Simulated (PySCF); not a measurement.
# CH6NSi (charge −1): single-point calculation

CH6NSi, charge −1, computed with MP2/ma-def2-SVP, RHF (PySCF 2.14.0).

The geometry comes from this level: GFN2-xTB.

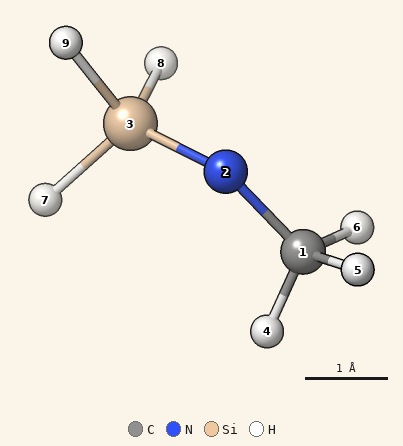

The input geometry (ball-and-stick view, seen at an oblique angle; atoms are numbered from 1 in the order of the input).

Summary

```csv
quantity,value
outcome,converged
total energy,−384.919131 hartree
SCF energy,−384.529304 hartree
correlation energy,−0.389827 hartree
basis functions,70
HOMO of the SCF reference,−2.86 eV
LUMO of the SCF reference,5.27 eV
hardware,"1 thread of Arm Neoverse V1, 24 GiB of memory available, shared host"
wall time,1.4 s
peak memory,0.15 GiB
```

The record of the run, not the program, notes: dipole of an ion depends on the origin.

The input (input.py)
```python
from pyscf import gto, mp

mol = gto.M(
    atom=[
    ('C', (-0.712670, 0.919970, -0.811790)),
    ('N', (-0.509930, 0.391650, 0.487660)),
    ('Si', (0.578670, -0.793220, 0.839100)),
    ('H', (0.184970, 1.402450, -1.260460)),
    ('H', (-1.495620, 1.699930, -0.774320)),
    ('H', (-1.052450, 0.176080, -1.567380)),
    ('H', (2.062060, -0.577760, 0.574520)),
    ('H', (0.451190, -2.171650, 0.208950)),
    ('H', (0.493780, -1.047460, 2.303720)),
],
    basis='ma-def2-svp',
    charge=-1,
    max_memory=1860,
    verbose=3,
    spin=0,
)

myscf = mol.RHF()
myscf.conv_tol = 1e-10
myscf.kernel()
if not myscf.converged:
    myscf = myscf.newton().run(myscf.mo_coeff, myscf.mo_occ)

pt = mp.MP2(myscf, frozen=7).run()
energy = pt.e_tot
print('E(%s) = %.9f' % ('MP2', energy))
```

Command:
```bash
OMP_NUM_THREADS=1 python input.py
```

What the program printed
```
converged SCF energy = -384.529304329863
E(RMP2) = -384.919131414443  E_corr = -0.389827084579748
E(SCS-RMP2) = -384.917154196291  E_corr = -0.387849866427724
E(MP2) = -384.919131414
```

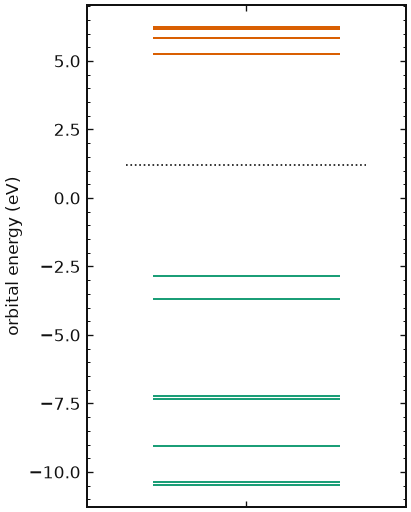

Orbital energies near the frontier (SCF reference); the dotted line parts filled from empty levels, and levels within 0.02 eV of each other stand side by side. Highest filled −2.86 eV, lowest empty 5.27 eV, 8.13 eV apart.
